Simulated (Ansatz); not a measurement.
# SiH$_{2}$Cl$_{2}$O: nudged elastic band

System: SiH$_{2}$Cl$_{2}$O.
Method: RKS B3LYP/def2-SVP (Ansatz 0.2.0).

It belongs to a series of runs on one base structure; here: band between the two ends.

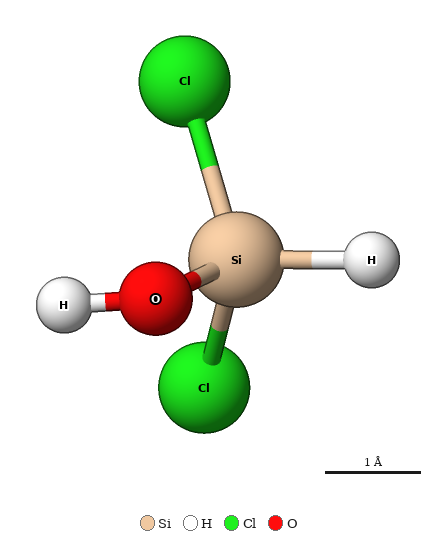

Figure 1. The starting structure (ball-and-stick view, seen at a tilt). Bond lengths as drawn: Cl–Si 2.07 Å, H–O 0.97 Å, H–Si 1.47 Å and O–Si 1.64 Å.

Input file
```yaml
crystal:
  periodic: [false, false, false]
  atoms:
    - { symbol: Si, position_ang: [0.074925, 0.020614, 0.42918] }
    - { symbol: H, position_ang: [-0.091074, 0.414499, 1.836004] }
    - { symbol: Cl, position_ang: [2.078531, -0.274086, 0.005179] }
    - { symbol: Cl, position_ang: [-0.61303, 1.52636, -0.812333] }
    - { symbol: O, position_ang: [-0.782641, -1.365865, 0.211749] }
    - { symbol: H, position_ang: [-0.780011, -1.790823, -0.655177] }
basis:
  gaussian: { orbitals: def2-SVP }
hamiltonian:
  xc: b3lyp
neb:
  order_check: false
  images: 5
  f_tol: 0.05
  max_iterations: 60
  final_atoms:
    - { symbol: Si, position_ang: [-1.10665454, 0.02330079, 0.17499835] }
    - { symbol: H, position_ang: [1.73108263, 0.43689227, 2.22013603] }
    - { symbol: Cl, position_ang: [2.23793401, -0.09925092, 1.15952798] }
    - { symbol: Cl, position_ang: [-1.06986506, 1.58599153, -1.24563393] }
    - { symbol: O, position_ang: [-0.96438096, -1.27649498, -0.86588189] }
    - { symbol: H, position_ang: [-0.94141607, -2.13973968, -0.42854455] }
  initial_path:
    images:
      - { positions_ang: [[0.074925, 0.020614, 0.42918], [-0.091074, 0.414499, 1.836004], [2.078531, -0.274086, 0.005179], [-0.61303, 1.52636, -0.812333], [-0.782641, -1.365865, 0.211749], [-0.780011, -1.790823, -0.655177]] }
      - { positions_ang: [[0.05655442, 0.01123868, 0.28372496], [0.11184789, 0.29462183, 1.74903494], [2.12357936, -0.18033827, 0.26265667], [-0.70476689, 1.58510601, -0.83861971], [-0.76154034, -1.37656656, -0.05523136], [-0.93897444, -1.80336269, -0.3869635]] }
      - { positions_ang: [[0.03818385, 0.00186336, 0.13826991], [0.31476978, 0.17474467, 1.66206588], [2.16862771, -0.08659054, 0.52013434], [-0.79650378, 1.64385203, -0.86490642], [-0.74043968, -1.38726812, -0.32221172], [-1.09793789, -1.81590239, -0.11874999]] }
      - { positions_ang: [[0.01981327, -0.00751197, -0.00718513], [0.51769167, 0.0548675, 1.57509682], [2.21367607, 0.00715719, 0.77761202], [-0.88824067, 1.70259804, -0.89119313], [-0.71933901, -1.39796968, -0.58919208], [-1.25690133, -1.82844208, 0.14946351]] }
      - { positions_ang: [[-0.355676, 0.00275895, 0.0535427], [0.92215532, 0.18220909, 1.79010989], [2.22176205, -0.02831218, 0.90491734], [-0.94878213, 1.6637292, -1.00934007], [-0.80101966, -1.35747812, -0.68142202], [-1.15173958, -1.93220795, -0.04320584]] }
      - { positions_ang: [[-0.73116527, 0.01302987, 0.11427053], [1.32661897, 0.30955068, 2.00512296], [2.22984803, -0.06378155, 1.03222266], [-1.0093236, 1.62486036, -1.127487], [-0.88270031, -1.31698655, -0.77365195], [-1.04657783, -2.03597382, -0.2358752]] }
      - { positions_ang: [[-1.10665454, 0.02330079, 0.17499835], [1.73108263, 0.43689227, 2.22013603], [2.23793401, -0.09925092, 1.15952798], [-1.06986506, 1.58599153, -1.24563393], [-0.96438096, -1.27649498, -0.86588189], [-0.94141607, -2.13973968, -0.42854455]] }
```

Hardware: 1 thread of Arm Neoverse V1, 24 GiB of memory available, shared host.

Run as:
```bash
ansatz run input.yaml --threads 1 --pin off --max-ram 2048MiB --backend cpu --events-out ev --progress --plain --runs-dir out
```

Log
```
Engine: ansatz 0.2.0, aarch64-unknown-linux-gnu
Functional definition: B3LYP
  parameter a0 = 0.2
  parameter ax = 0.72
  parameter ac = 0.81
  exchange = (1 - a0 - ax)*slater_x + ax*b88_x + a0*exact_x
  correlation = (1 - ac)*vwn_rpa_c + ac*lyp_c
765 factors; integrals over basis functions are off by at most 3.6e-4 eV
mean field evaluation 1: about -34991.4313 eV, gradient 5.0e1 eV
mean field evaluation 2: about -34980.9225 eV, gradient 8.9e1 eV
mean field evaluation 4: about -34995.6861 eV, gradient 2.6e0 eV
mean field evaluation 8: about -34995.7005 eV, gradient 1.5e-2 eV
mean field -34995.70054015 eV, -1286.0682739127 hartree, gradient 2.0e-5 eV, S^2 0.000000; 0 other end points of the search recorded, 0 dependent functions left out
the calculation of the forces begins
reference -34995.70074968 eV, -1286.0682816129 hartree; 29, 29 occupied and 49, 49 virtual orbitals, 765 factors
769 factors; integrals over basis functions are off by at most 1.0e-3 eV
mean field evaluation 16: about -34961.0815 eV, gradient 1.2e2 eV
mean field -34993.46209834 eV, -1285.9860126935 hartree, gradient 3.7e-5 eV, S^2 0.000000; 0 other end points of the search recorded, 0 dependent functions left out
[... from here on the field's lines of each further geometry are left out, up to the last ...]
NEB iter   1: max|band force component| = 7.904e1 eV/Å  barrier→ = 12.7233 eV  barrier← = 10.4848 eV  Δτ_max = 0.2000 Å  (170 SCF iters)
NEB iter   2: max|band force component| = 2.453e1 eV/Å  barrier→ = 3.6439 eV  barrier← = 1.4054 eV  Δτ_max = 0.2000 Å  (142 SCF iters)
NEB iter   3: max|band force component| = 1.566e1 eV/Å  barrier→ = 2.6588 eV  barrier← = 0.4203 eV  Δτ_max = 0.1963 Å  (139 SCF iters)
NEB iter   4: max|band force component| = 6.039e0 eV/Å  barrier→ = 3.1869 eV  barrier← = 0.9485 eV  Δτ_max = 0.1215 Å  (139 SCF iters)
NEB iter   5: max|band force component| = 2.441e0 eV/Å  barrier→ = 2.9404 eV  barrier← = 0.7020 eV  Δτ_max = 0.2000 Å  (134 SCF iters)
NEB iter   6: max|band force component| = 1.500e0 eV/Å  barrier→ = 2.8728 eV  barrier← = 0.6344 eV  Δτ_max = 0.1931 Å  (125 SCF iters)
NEB iter   7: max|band force component| = 1.980e0 eV/Å  barrier→ = 2.7485 eV  barrier← = 0.5101 eV  Δτ_max = 0.0999 Å  (134 SCF iters)
NEB iter   8: max|band force component| = 1.651e0 eV/Å  barrier→ = 2.5975 eV  barrier← = 0.3591 eV  Δτ_max = 0.0992 Å  (125 SCF iters)
NEB iter   9: max|band force component| = 8.509e-1 eV/Å  barrier→ = 2.4928 eV  barrier← = 0.2544 eV  Δτ_max = 0.0898 Å  (120 SCF iters)
NEB iter  10: max|band force component| = 1.549e0 eV/Å  barrier→ = 2.6318 eV  barrier← = 0.3933 eV  CI = image 3  Δτ_max = 0.0976 Å  (128 SCF iters)
NEB iter  11: max|band force component| = 8.215e-1 eV/Å  barrier→ = 2.8367 eV  barrier← = 0.5983 eV  CI = image 3  Δτ_max = 0.0799 Å  (124 SCF iters)
NEB iter  12: max|band force component| = 2.692e-1 eV/Å  barrier→ = 2.8927 eV  barrier← = 0.6542 eV  CI = image 3  Δτ_max = 0.1915 Å  (124 SCF iters)
NEB iter  13: max|band force component| = 1.966e0 eV/Å  barrier→ = 2.8917 eV  barrier← = 0.6532 eV  CI = image 3  Δτ_max = 0.0986 Å  (123 SCF iters)
NEB iter  14: max|band force component| = 5.517e-1 eV/Å  barrier→ = 2.8908 eV  barrier← = 0.6523 eV  CI = image 3  Δτ_max = 0.0766 Å  (119 SCF iters)
NEB iter  15: max|band force component| = 4.102e-1 eV/Å  barrier→ = 2.8906 eV  barrier← = 0.6522 eV  CI = image 3  Δτ_max = 0.0320 Å  (117 SCF iters)
NEB iter  16: max|band force component| = 1.803e-1 eV/Å  barrier→ = 2.8906 eV  barrier← = 0.6522 eV  CI = image 3  Δτ_max = 0.0479 Å  (106 SCF iters)
NEB iter  17: max|band force component| = 1.966e-1 eV/Å  barrier→ = 2.8906 eV  barrier← = 0.6522 eV  CI = image 3  Δτ_max = 0.0183 Å  (99 SCF iters)
the calculation of the forces begins
reference -34993.43709197 eV, -1285.9850937262 hartree; 29, 29 occupied and 49, 49 virtual orbitals, 769 factors
766 factors; integrals over basis functions are off by at most 1.1e-3 eV
mean field evaluation 672: about -34992.8099 eV, gradient 2.4e-4 eV
mean field -34992.80992915 eV, -1285.9620459178 hartree, gradient 1.4e-5 eV, S^2 0.000000; 1 other end points of the search recorded, 0 dependent functions left out
the calculation of the forces begins
reference -34992.81014210 eV, -1285.9620537436 hartree; 29, 29 occupied and 49, 49 virtual orbitals, 766 factors
NEB iter  18: max|band force component| = 4.721e-2 eV/Å  barrier→ = 2.8906 eV  barrier← = 0.6522 eV  CI = image 3  Δτ_max = 0.0000 Å  (223 SCF iters)
```

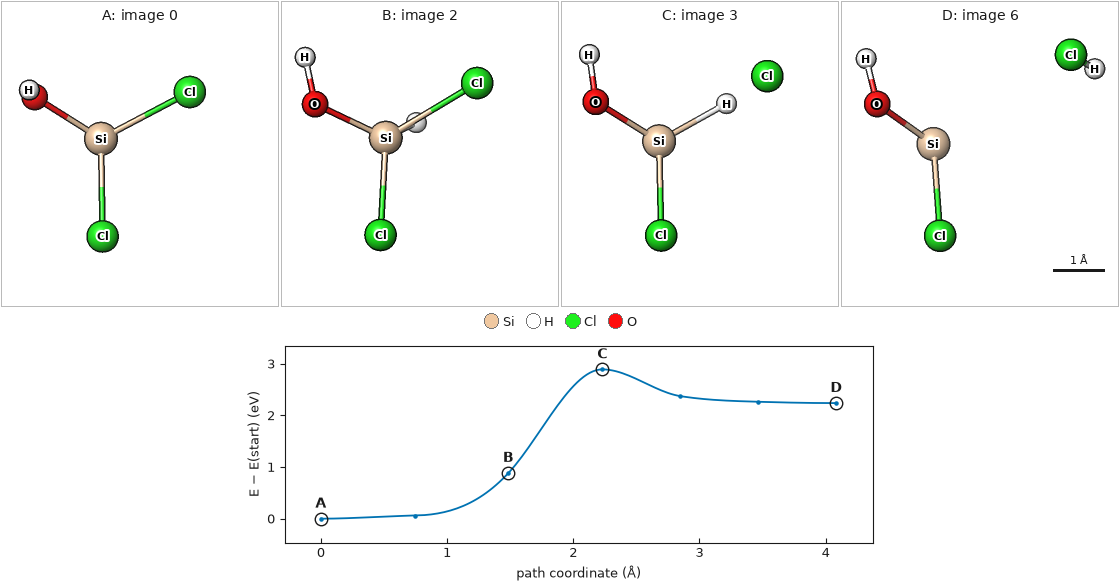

Figure 2. Images of the last band (counted from 0; ball-and-stick, seen on its broad side) above the energy along the path; the line is a cubic interpolation that uses the forces. The highest image is number 3, 2.891 eV above the start and 0.652 eV above the end (the climbing image); the end lies 2.238 eV above the start. The path is 4.08 Å long. The band converged in 18 iterations.

```
Total energy: -34992.81014210 eV, -1285.9620537436 hartree
Atom 0 at    -0.475803     0.149149     0.343656 Å, force    -0.000663    -0.000136    -0.001318 eV/Å
Atom 1 at     0.668332     0.158010     1.465004 Å, force    -0.000437     0.000131    -0.000349 eV/Å
Atom 2 at     2.116662    -0.182659     0.728736 Å, force     0.000645    -0.000206     0.000099 eV/Å
Atom 3 at    -0.676351     1.672770    -1.029515 Å, force     0.000036    -0.000808     0.000829 eV/Å
Atom 4 at    -0.929373    -1.209616    -0.473340 Å, force     0.000525     0.000649     0.001079 eV/Å
Atom 5 at    -0.816767    -2.056956    -0.019940 Å, force    -0.000106     0.000369    -0.000341 eV/Å
Dipole moment:    -0.481460    -0.290928     0.250047 e Å
this run last wrote the band of iteration 18 to [file]
```

The last band as extended XYZ (Å, eV, eV/Å)
```
6
Properties=species:S:1:pos:R:3:forces:R:3 image=0 energy=-34995.70054
Si    0.0749    0.0206    0.4292    0.0036   0.0129   0.0084
H    -0.0911    0.4145    1.8360    0.0018   0.0037   0.0007
Cl    2.0785   -0.2741    0.0052   -0.0015   0.0002  -0.0011
Cl   -0.6130    1.5264   -0.8123    0.0016  -0.0102   0.0022
O    -0.7826   -1.3659    0.2117   -0.0025  -0.0072  -0.0089
H    -0.7800   -1.7908   -0.6552   -0.0030   0.0006  -0.0014
6
Properties=species:S:1:pos:R:3:forces:R:3 image=1 energy=-34995.63982
Si    0.0191    0.0635    0.3512    0.0091  -0.0013   0.0075
H    -0.1197    0.3455    1.7911   -0.0464   0.0215   0.0114
Cl    2.0105   -0.3855   -0.0030   -0.0083  -0.0186  -0.0382
Cl   -0.5368    1.7391   -0.7058    0.0184   0.0024   0.0082
O    -0.9380   -1.1788   -0.1510   -0.0015  -0.0040   0.0300
H    -0.5484   -2.0532   -0.2680    0.0288   0.0000  -0.0189
6
Properties=species:S:1:pos:R:3:forces:R:3 image=2 energy=-34994.81507
Si   -0.0633    0.0791    0.2710    1.7077  -0.2641  -0.3660
H     0.2336    0.2257    1.6815   -1.8656   0.4037   0.8933
Cl    2.0768   -0.2209    0.4011   -0.1896  -0.1407  -1.2585
Cl   -0.6570    1.6760   -0.8867    0.1751  -0.0971   0.3578
O    -0.9074   -1.1688   -0.4032    0.1089   0.1191   0.3465
H    -0.7960   -2.0604   -0.0492    0.0635  -0.0209   0.0268
6
Properties=species:S:1:pos:R:3:forces:R:3 image=3 energy=-34992.80993
Si   -0.4758    0.1491    0.3437   -0.0007  -0.0001  -0.0013
H     0.6683    0.1580    1.4650   -0.0004   0.0001  -0.0003
Cl    2.1167   -0.1827    0.7287    0.0006  -0.0002   0.0001
Cl   -0.6764    1.6728   -1.0295    0.0000  -0.0008   0.0008
O    -0.9294   -1.2096   -0.4733    0.0005   0.0006   0.0011
H    -0.8168   -2.0570   -0.0199   -0.0001   0.0004  -0.0003
6
Properties=species:S:1:pos:R:3:forces:R:3 image=4 energy=-34993.32750
Si   -0.8311    0.1470    0.3401   -0.2436   0.0094   0.0000
H     1.0418    0.1331    1.5183    0.2919  -0.0168   0.0251
Cl    2.2212   -0.1153    0.9810    0.0812   0.0123   0.1558
Cl   -0.8024    1.6479   -1.1200   -0.0666  -0.0175  -0.0782
O    -0.9061   -1.2250   -0.5981   -0.0091  -0.0011  -0.0714
H    -0.8367   -2.0569   -0.1068   -0.0537   0.0138  -0.0313
6
Properties=species:S:1:pos:R:3:forces:R:3 image=5 energy=-34993.43686
Si   -0.9729    0.0948    0.2419   -0.0103  -0.0032  -0.0007
H     1.3422    0.2553    1.8777    0.0423   0.0127   0.0397
Cl    2.3452   -0.0834    1.1352    0.0195  -0.0040   0.0148
Cl   -0.9765    1.6092   -1.2187   -0.0259  -0.0067  -0.0189
O    -0.9512   -1.2491   -0.7449   -0.0022  -0.0433  -0.0056
H    -0.9000   -2.0961   -0.2765   -0.0234   0.0446  -0.0292
6
Properties=species:S:1:pos:R:3:forces:R:3 image=6 energy=-34993.46210
Si   -1.1067    0.0233    0.1750   -0.0027  -0.0071  -0.0122
H     1.7311    0.4369    2.2201    0.0148  -0.0116  -0.0281
Cl    2.2379   -0.0993    1.1595   -0.0140   0.0151   0.0272
Cl   -1.0699    1.5860   -1.2456    0.0041  -0.0047   0.0083
O    -0.9644   -1.2765   -0.8659   -0.0005   0.0112   0.0005
H    -0.9414   -2.1397   -0.4285   -0.0017  -0.0029   0.0043
```

Key numbers

```json
{"quantity": "outcome", "value": "converged"}
{"quantity": "barrier, forward", "value": "2.891 eV"}
{"quantity": "barrier, backward", "value": "0.652 eV"}
{"quantity": "wall time", "value": "4.2 min"}
{"quantity": "peak memory", "value": "0.18 GiB"}
```

Notes

The order of the saddle point was not checked.
